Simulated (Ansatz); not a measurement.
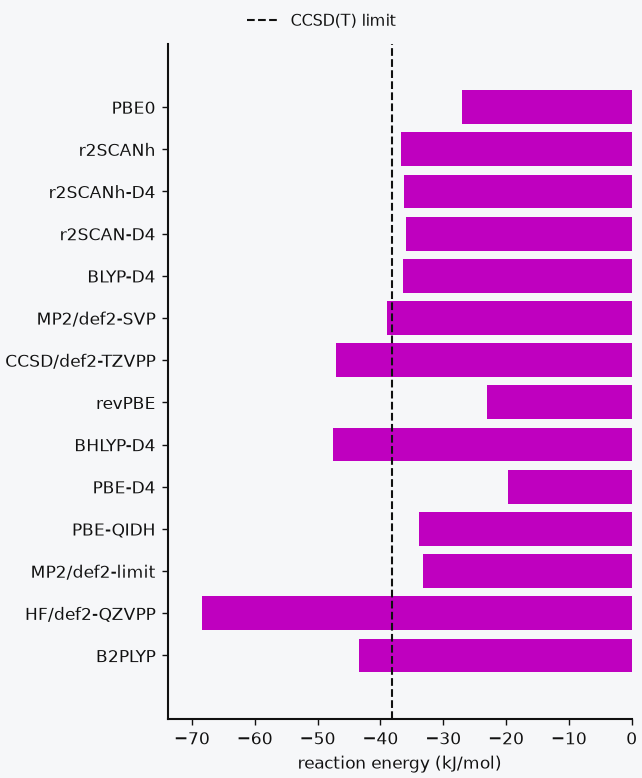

Electronic reaction energy of BSiH₅TeO₂ (OB(O)[Te][SiH3]) + SnH₄O ([OH][SnH3]) → SnSiH₆O ([SiH3][O][SnH3]) + BH₃TeO₂ (OB(O)[TeH]) (SMILES in brackets) at several levels (functionals in def2-TZVPP unless a basis is named), isolated molecules at PBE0-D4 triple-zeta geometries, minima by their frequencies, no zero-point or thermal terms, the Ansatz code. The line is frozen-core CCSD(T) at the basis limit (MP2 extrapolated from triple and quadruple zeta, plus CCSD(T) less MP2 in a smaller set). PBE-QIDH and B2PLYP hold a correlation term that converges slowly with the basis, so part of the distance to the limit is basis error. No dispersion term is added to PBE0, r2SCANh, revPBE, PBE-QIDH and B2PLYP. The distance of MP2/def2-SVP and CCSD/def2-TZVPP to the limit includes basis error. Core potentials past Kr. The limit lies 4.5 kJ/mol from CCSD(T)/def2-TZVPP, so the line itself is uncertain by a part of that.

What range do the values span, the line included?

From −68.4 kJ/mol (HF/def2-QZVPP) to −19.6 kJ/mol (PBE-D4).

Which level comes closest to the line (CCSD(T) limit), and which misses most?

Closest MP2/def2-SVP (−38.9 kJ/mol), against −38.2 kJ/mol; farthest HF/def2-QZVPP (−68.4 kJ/mol).

Known limits of this run: outer-core shells are correlated without core-valence functions, which makes the correlated values less sure; spin-orbit coupling is left out, and with Sn and Te it can shift these values; one conformer of each flexible molecule.
